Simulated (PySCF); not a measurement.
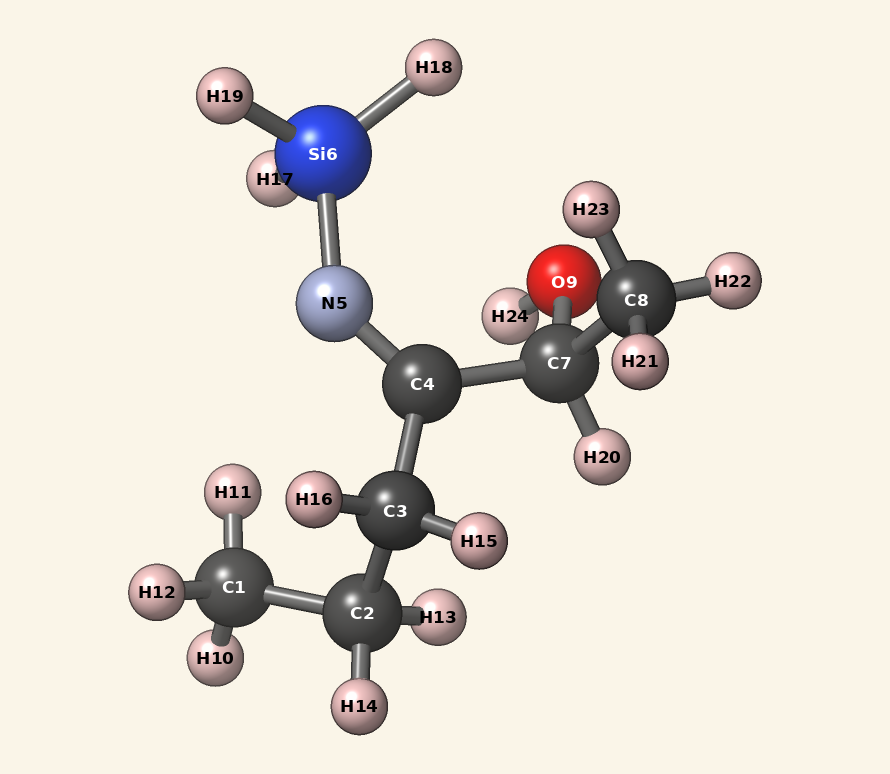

The geometry was computed by an optimisation with GFN2-xTB. No frequency run is at hand to confirm it as a minimum. Electric field gradients from the ground-state density, PBE0/pcSseg-1 (PySCF 2.14.0), non-relativistic apart from any core potentials.

Give the largest field-gradient component, the quadrupole coupling constant and the asymmetry for 14N at N5 (Q = 20.44 mb), 17O at O9 (Q = −25.6 mb), 2H at H10 (Q = 2.86 mb), 2H at H11 (Q = 2.86 mb).

```
atom  V_zz (a.u.)  e²qQ/h (MHz)     η
  N5       −0.929         −4.46  0.62
  O9       −1.861         11.19  0.96
 H10        0.317         0.213  0.02
 H11        0.312         0.210  0.04
```

The geometry is semi-empirical. Around Si such bond lengths and angles can be off by a tenth of an ångström or more and by several degrees, and values that hang on the shape move with them.
